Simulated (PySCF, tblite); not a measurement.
# C₅H₈BClF₂: geometry, infrared bands and NMR shifts

What infrared bands and NMR shifts should C₅H₈BClF₂ (`FB(Cl)C[C@H]1C[C@@H](F)C1`) show?

Programs: tblite 0.8.0 and PySCF 2.14.0, with density-fitted response routines of our own. Each step states its level of theory. These are calculated values for one molecule in the gas phase, unless marked as measured. Atoms count from 0, in the outputs and in this text.

**1. The molecule as given**

17 atoms, charge 0, multiplicity 1; geometry from: force field or distance geometry start.

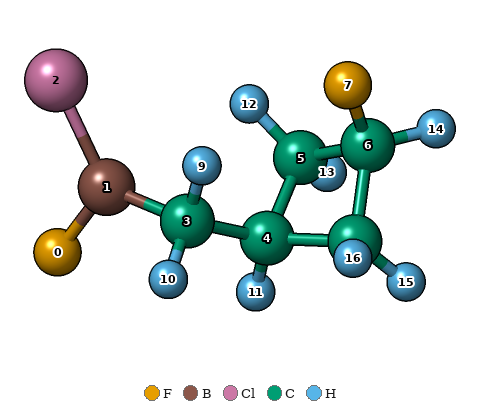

The starting geometry (fluorine amber, boron brown, chlorine pink, carbon teal, hydrogen blue), atoms numbered.

**2. Optimising the geometry with GFN2-xTB**

Job settings and geometry (Å):

```
{"job": {"kind": "relax", "xc": "GFN2-xTB", "basis": "xTB"}, "charge": 0, "multiplicity": 1}
F      3.197200    -1.029900     0.269300
B      2.348200     0.083900    -0.173800
Cl     3.077500     1.745900    -0.315100
C      0.980900    -0.263000    -0.903600
C     -0.062100    -0.706200     0.093600
C     -0.405200     0.337200     1.134200
C     -1.592100     0.717100     0.307700
F     -1.448400     1.809100    -0.520600
C     -1.493400    -0.635100    -0.360200
H      0.659900     0.691000    -1.372100
H      1.143700    -1.010000    -1.689300
H      0.220100    -1.647000     0.620900
H      0.375000     1.144700     1.158200
H     -0.634600    -0.083900     2.122600
H     -2.539900     0.877300     0.903000
H     -2.180200    -1.347900     0.155700
H     -1.653700    -0.671000    -1.440600
```

The run is started by

```bash
> OMP_NUM_THREADS=1 python probes_run.py task.json out
```

One launch serves the whole session: the jobs run in the order shown.

**Question.** This job is followed by: GFN2-xTB harmonic vibrations, gas phase; GIAO PBE0/pcSseg-1 NMR shielding, non-relativistic, gas phase. What will the session give for the following? strongest single infrared mode (GFN2-xTB); zero-point energy (GFN2-xTB); ¹³C shifts against TMS (PBE0/pcSseg-1, means over atoms taken as alike); ¹H shifts against TMS (PBE0/pcSseg-1, means over atoms taken as alike); ¹⁹F shifts against CFCl3 (PBE0/pcSseg-1); ¹¹B shifts against BF3·OEt2 (PBE0/pcSseg-1); ³⁵Cl shifts against HCl (PBE0/pcSseg-1).

The runs gave:

```
                                                               quantity                             value
                              strongest single infrared mode (GFN2-xTB)             1225 cm⁻¹, 259 km/mol
                                           zero-point energy (GFN2-xTB)                     79.5 kcal/mol
¹³C shifts against TMS (PBE0/pcSseg-1, means over atoms taken as alike)        85.4, 40.8, 35.9, 22.7 ppm
 ¹H shifts against TMS (PBE0/pcSseg-1, means over atoms taken as alike)  5.02, 2.65, 2.06, 1.89, 1.47 ppm
                               ¹⁹F shifts against CFCl3 (PBE0/pcSseg-1)                 -20.2, -182.5 ppm
                            ¹¹B shifts against BF3·OEt2 (PBE0/pcSseg-1)                          46.2 ppm
                                ³⁵Cl shifts against HCl (PBE0/pcSseg-1)                           206 ppm
```

Over 113 steps the energy fell by 0.923 eV; of the close pairs, F0–B1 changed most, 1.469 to 1.325 Å. All 45 modes are real, so the xTB geometry is a minimum. The strongest single mode, at 1225 cm⁻¹, moves mainly B1. Unscaled tight-binding wavenumbers are off by several per cent, some by more. Its intensities can rank the bands wrongly. C6 (sp3 CH bonded to F) lies farthest downfield among carbon, at 85.4 ppm; deshielded by the electronegative neighbour. H14 (hydrogen on an sp3 CH bonded to F) lies farthest downfield among hydrogen, at 5.02 ppm; its carbon carries F, an electronegative neighbour. At PBE0/pcSseg-1: The widest tensor belongs to Cl2: span 465 ppm, with a paramagnetic part of -403 ppm.
